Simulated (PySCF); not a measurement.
## A study: BMe2(SMe) (C$_{3}$H$_{9}$BS)

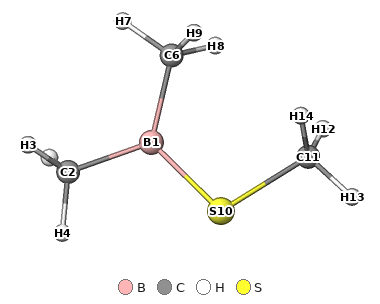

The molecule, with its atoms numbered as below. No frequency check shows the geometry to be a minimum.

Geometry (Å), atoms numbered from 1:

```
B1      -0.7751    0.0983    0.0004
C2      -2.1498   -0.6823    0.0006
H3      -2.7484   -0.4136    0.8709
H4      -2.0338   -1.7636   -0.0086
H5      -2.7491   -0.4156   -0.8689
C6      -0.7343    1.6796   -0.0019
H7      -1.7289    2.1201    0.0143
H8      -0.2078    2.0694   -0.8743
H9      -0.2071    2.0713    0.8688
S10      0.7139   -0.8735    0.0004
C11      2.0699    0.3513   -0.0021
H12      2.0066    0.9652   -0.8933
H13      2.9985   -0.2080    0.0139
H14      2.0073    0.9672    0.8887
```

## 1. Bonding charge

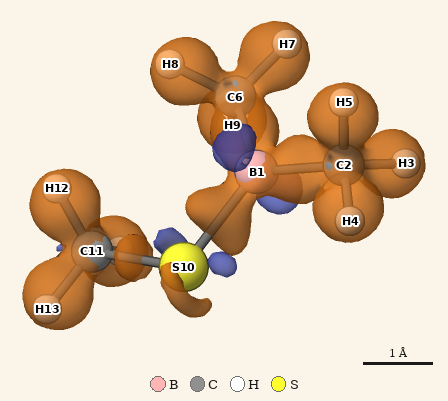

Deformation density (molecule less spherical, spin-averaged free atoms at the same positions), surfaces at ±0.12 e/Å³; orange: gain, blue: loss.

Level of theory: PBE/aug-cc-pVDZ (PySCF), at a geometry from GFN2-xTB.

> How much density has each bond gained at its critical point, relative to the free atoms?

The five largest and four smallest: C11–H13: +0.67 e/Å³ at the bond critical point (bond length 1.08 Å). C11–H12 and C11–H14: +0.67 e/Å³ at the bond critical point (bond length 1.08 Å). C2–H4: +0.62 e/Å³ at the bond critical point (bond length 1.09 Å). C6–H7: +0.61 e/Å³ at the bond critical point (bond length 1.09 Å). C2–H5 and C2–H3: +0.58 e/Å³ at the bond critical point (bond length 1.09 Å). B1–C2: +0.39 e/Å³ at the bond critical point (bond length 1.58 Å). B1–C6: +0.38 e/Å³ at the bond critical point (bond length 1.58 Å). B1–S10: +0.24 e/Å³ at the bond critical point (bond length 1.78 Å). S10–C11: +0.23 e/Å³ at the bond critical point (bond length 1.83 Å). In all, 2.9 electrons gather in the regions of gain relative to the promolecule.

> Where do the Hirshfeld charges lie?

The highest Hirshfeld charge is on B1 (+0.11 e), the lowest on C2 (−0.19 e).

```tsv
atom	charge (e)
B1	+0.11
C2	−0.19
H3	+0.04
H4	+0.03
H5	+0.04
C6	−0.18
H7	+0.04
H8	+0.04
H9	+0.04
S10	−0.01
C11	−0.11
H12	+0.05
H13	+0.05
H14	+0.05
```

## 2. Bond critical points

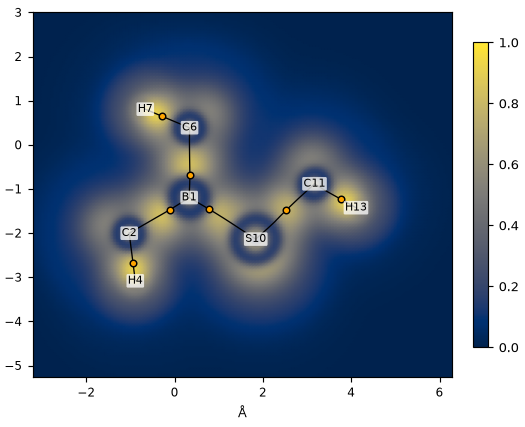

Localised orbital locator (LOL) in a plane through 8 of the atoms, with bond paths and bond critical points (dots).

> What values does LOL take at the bond critical points in this plane?

C11–H13: about 0.89; C2–H4: about 0.87; C6–H7: about 0.87; S10–C11: about 0.76; B1–C2: about 0.52; B1–C6: about 0.52; B1–S10: about 0.47. Values above 0.5 mark slow, localised electrons, as in shared pairs; low values at a critical point mark a polar or closed-shell contact whose critical point lies between the shells.

> Where along B1–S10 does the critical point lie?

0.52 Å from B1 and 1.26 Å from S10.

## 3. Electrostatic potential

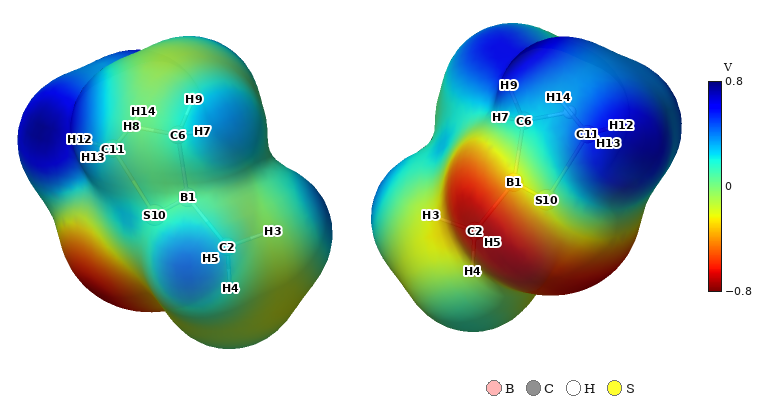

Electrostatic potential on the surface of electron density 0.001 a.u. (back view left, front view right).

> Where are the extremes of the potential on the surface?

Highest: 0.77 V, 1.3 Å from H12, and at like points elsewhere. Further maxima include 0.40 V, 1.3 Å from H3, and at like points elsewhere. Lowest: −0.69 V, 2.2 Å from S10, and at like points elsewhere. Further minima include −0.23 V, near H4 (1.82 Å), H5 (1.90 Å), H3 (1.99 Å) and C2 (2.02 Å); −0.10 V, near H7 (1.86 Å), H8 (1.89 Å), H9 (1.97 Å) and C6 (2.02 Å). The surface is sampled at points, so like sites can differ by a few per cent and only the strongest of them is named.

## 4. Excited states

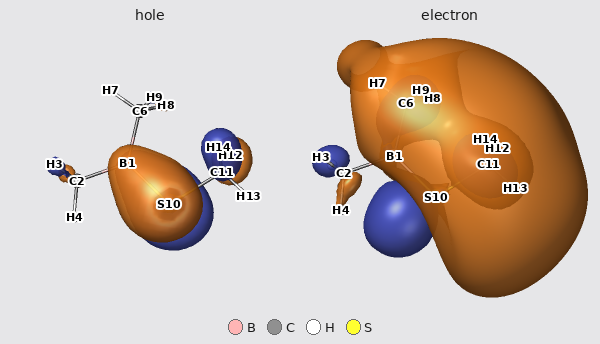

Leading natural transition orbital pair of S₃ (TDA singlet states); the surfaces enclose about 78 % of each orbital's density.

PySCF calculation, PBE0/def2-SVPD, gas phase; geometry: GFN2-xTB.

> Give its energy and the atoms that hole and electron lie on.

6.49 eV (191 nm), f = 0.008, partly diffuse acceptor orbital; the leading pair carries 85 %; hole on S10 (65 %), B1 (12 %) and C11 (6 %), electron on S10 (27 %), B1 (12 %) and C11 (11 %) (atom shares of so diffuse an orbital are rough) (shares are of the whole state, not of the leading pair alone); their centroids lie 0.9 Å apart. In canonical orbitals it is mainly HOMO → LUMO+1 (72 %). The HOMO–LUMO gap is 7.09 eV.

The PySCF runs shown took 27 s and 3 min on 1 thread of Intel(R) Xeon(R) Platinum 8375C CPU @ 2.90GHz (Ice Lake) (shared host).
